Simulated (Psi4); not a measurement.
# TPSS/cc-pVDZ (sweep point 5) run of BH3SO (SMILES OBS)

Aim: the vertical ionisation energy of BH3SO at TPSS/cc-pVDZ (sweep point 5), from 2 runs. 

Program for the calculation: Psi4 1.11.

**1. The structure to begin with**

The species is BH3SO (6 atoms), meant as a singlet with charge 0. SMILES: `OBS`. Geometry: relaxed at PBE0-D4/def2-TZVP. This is one conformer, not always the lowest.

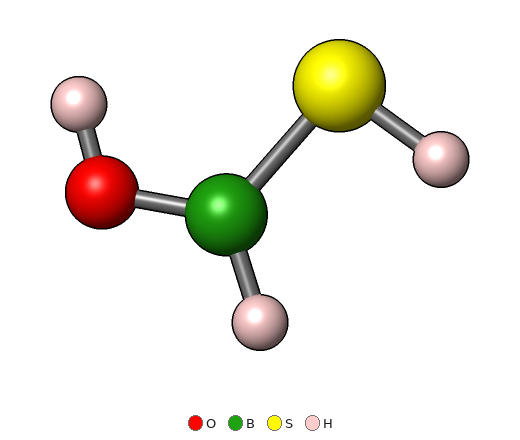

Viewed from a chosen angle; oxygen red, boron green, sulfur yellow, hydrogen pink.

**2. A single-point energy at TPSS/cc-pVDZ (sweep point 5)**

job.py reads:

```python
import psi4

psi4.set_memory(1600000000)
psi4.set_num_threads(1)
psi4.core.set_output_file('psi4.out', False)

m = psi4.geometry("""
0 1
O     -2.08701353    -0.17083124    -1.89312763
B      0.10317905     0.32068652    -0.67671093
S      0.63664873    -0.74171750     2.53620143
H     -3.31287887    -1.10945821    -0.93617032
H      1.68998207     1.48078939    -1.77993304
H      2.97008255     0.22034207     2.74974048
units au
symmetry c1
""")

psi4.set_options(dict(basis='cc-pVDZ', puream=True, scf_type='pk', dft_radial_points=99, dft_spherical_points=590))

result, w = psi4.energy("TPSS", return_wfn=True)
print(f'total energy {result:.8f} hartree = {result * 27.211386:.5f} eV')
```

Started as:

```bash
$ python job.py
```

psi4.out (excerpt; [...] marks lines left out):

```text
[...]
  Running in c1 symmetry.
[...]
  Nuclear repulsion =   88.768868558049263
[...]
  Multiplicity = 1
[...]
  Nalpha       = 16
  Nbeta        = 16
[...]
    Number of basis functions: 61
[...]
   @RKS iter   1:  -499.97666124595963   -1.72314e-01   1.11465e-02 ADIIS/DIIS
[...]
   @RKS iter   9:  -500.18711346593068   -2.14019e-08   5.11671e-07 DIIS
[...]
    Orbital Energies [Eh]
    ---------------------
    Doubly Occupied:
       1A    -88.372091     2A    -18.927704     3A     -7.741543
       4A     -6.639666     5A     -5.722610     6A     -5.717450
       7A     -5.714130     8A     -0.975742     9A     -0.687391
      10A     -0.529124    11A     -0.422707    12A     -0.379019
      13A     -0.335236    14A     -0.333166    15A     -0.274688
      16A     -0.240295
[...]
  @RKS Final Energy:  -500.18711346593068
   => Energetics <=
    Nuclear Repulsion Energy =             88.7688685580492631
    One-Electron Energy =                -864.9048807256419877
    Two-Electron Energy =                 315.4966919970204913
    DFT Exchange-Correlation Energy =     -39.5477932953583888
    Empirical Dispersion Energy =           0.0000000000000000
    VV10 Nonlocal Energy =                  0.0000000000000000
    Total Energy =                       -500.1871134659306790
[...]
 Multipole Moments:
 ------------------------------------------------------------------------------------
     Multipole            Electronic (a.u.)      Nuclear  (a.u.)        Total (a.u.)
 ------------------------------------------------------------------------------------
 L = 1.  Multiply by 2.5417464519 to convert [e a0] to [Debye]
 Dipole X            :         -0.9074254            0.7897433           -0.1176821
 Dipole Y            :         -0.6084448            0.4809352           -0.1275096
 Dipole Z            :          0.4954146           -0.3111451            0.1842695
 Magnitude           :                                                    0.2531067
[...]
```

Standard output:

```text
total energy -500.18711347 hartree = -13610.78462 eV
```

Run time: 20 s. Hardware: 1 thread of Intel Xeon 6975P-C (Granite Rapids), shared host; peak memory 1 GiB.

**3. The doublet cation, same level**

job.py reads:

```python
import psi4

psi4.set_memory(1600000000)
psi4.set_num_threads(1)
psi4.core.set_output_file('bh3os.out', False)

geom = psi4.geometry("""
1 2
O     -2.08701353    -0.17083124    -1.89312763
B      0.10317905     0.32068652    -0.67671093
S      0.63664873    -0.74171750     2.53620143
H     -3.31287887    -1.10945821    -0.93617032
H      1.68998207     1.48078939    -1.77993304
H      2.97008255     0.22034207     2.74974048
units au
symmetry c1
""")

psi4.set_options({
    'basis': 'cc-pVDZ',
    'reference': 'uks',
    'puream': True,
    'scf_type': 'pk',
    'dft_radial_points': 99,
    'dft_spherical_points': 590,
    'maxiter': 150,
})

e_tot, wfn = psi4.energy("tpss", molecule=geom, return_wfn=True)
print(f'total energy {e_tot:.8f} hartree = {e_tot * 27.211386:.5f} eV')
```

Started as:

```bash
$ python job.py
```

bh3os.out (excerpt; [...] marks lines left out):

```text
[...]
  Running in c1 symmetry.
[...]
  Nuclear repulsion =   88.768868558049263
[...]
  Multiplicity = 2
[...]
  Nalpha       = 16
  Nbeta        = 15
[...]
    Number of basis functions: 61
[...]
   @UKS iter   1:  -499.62764729554277    1.76700e-01   1.04161e-02 DIIS/ADIIS
[...]
   @UKS iter  11:  -499.81538455969746   -1.78987e-08   2.49182e-07 DIIS
[...]
   @S^2 Observed:                7.562321614E-01
[...]
    Orbital Energies [Eh]
    ---------------------
    Alpha Occupied:
       1A    -88.712042     2A    -19.193714     3A     -8.079464
       4A     -6.891712     5A     -6.064200     6A     -6.056095
       7A     -6.050905     8A     -1.232876     9A     -1.008716
      10A     -0.773667    11A     -0.705714    12A     -0.641759
      13A     -0.605857    14A     -0.593861    15A     -0.562929
      16A     -0.532568
    Alpha Virtual:
      17A     -0.272573    18A     -0.255637    19A     -0.161246
      20A     -0.154730    21A     -0.074135    22A     -0.010442
      23A      0.028112    24A      0.061442    25A      0.068241
[...]
  @UKS Final Energy:  -499.81538455969746
   => Energetics <=
    Nuclear Repulsion Energy =             88.7688685580492631
    One-Electron Energy =                -855.6832082432239304
    Two-Electron Energy =                 306.3278277424639100
    DFT Exchange-Correlation Energy =     -39.2288726169866493
    Empirical Dispersion Energy =           0.0000000000000000
    VV10 Nonlocal Energy =                  0.0000000000000000
    Total Energy =                       -499.8153845596974634
[...]
 Multipole Moments:
 ------------------------------------------------------------------------------------
     Multipole            Electronic (a.u.)      Nuclear  (a.u.)        Total (a.u.)
 ------------------------------------------------------------------------------------
 L = 1.  Multiply by 2.5417464519 to convert [e a0] to [Debye]
 Dipole X            :         -0.4616933            0.7897433            0.3280500
 Dipole Y            :         -0.6339056            0.4809352           -0.1529705
 Dipole Z            :          1.0526534           -0.3111451            0.7415083
 Magnitude           :                                                    0.8251371
[...]
```

The script printed:

```text
total energy -499.81538456 hartree = -13600.66936 eV
```

Run time: 34 s. Hardware: 1 thread of Intel Xeon 6975P-C (Granite Rapids), shared host; peak memory 1 GiB.

**4. What came out**

At TPSS/cc-pVDZ (sweep point 5):

| quantity | value |
| --- | --- |
| singlet BH3SO: total energy | -500.18711 Eh |
| singlet BH3SO: dipole moment | 0.64 D |
| singlet BH3SO: HOMO energy | -6.54 eV |
| singlet BH3SO: LUMO energy | -0.51 eV |
| singlet BH3SO: HOMO–LUMO gap | 6.02 eV |
| doublet cation: total energy | -499.81538 Eh |
| doublet cation: HOMO energy (highest over α and β) | -14.37 eV |
| doublet cation: LUMO energy (lowest over α and β) | -13.61 eV |
| doublet cation: ⟨S²⟩ | 0.756 |
| vertical ionisation energy (to the doublet cation) | 10.115 eV |

In words: Removing an electron at fixed nuclei costs 10.12 eV (976 kJ/mol). −ε(HOMO) before ionisation, 6.54 eV, is 3.58 eV below this ionisation energy.
